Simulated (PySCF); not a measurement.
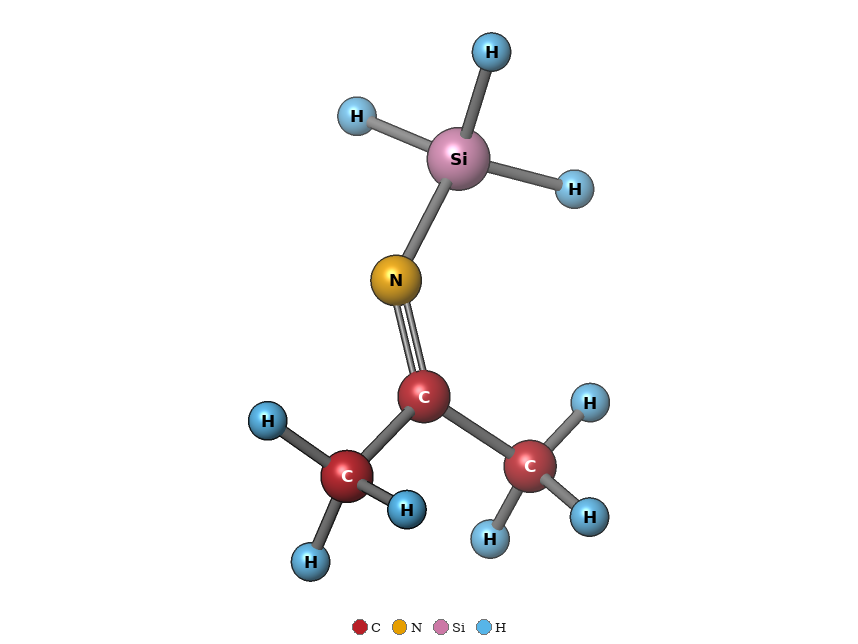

Orthographic view. Distant atoms are faded towards the background colour. The computed structure is the end point of a PBE0-D3(BJ)/def2-SVP optimisation. No frequency run is at hand to confirm it as a minimum.

Q: Write the InChI string.

A: InChI=1S/C3H9NSi/c1-3(2)4-5/h1-2,5H3
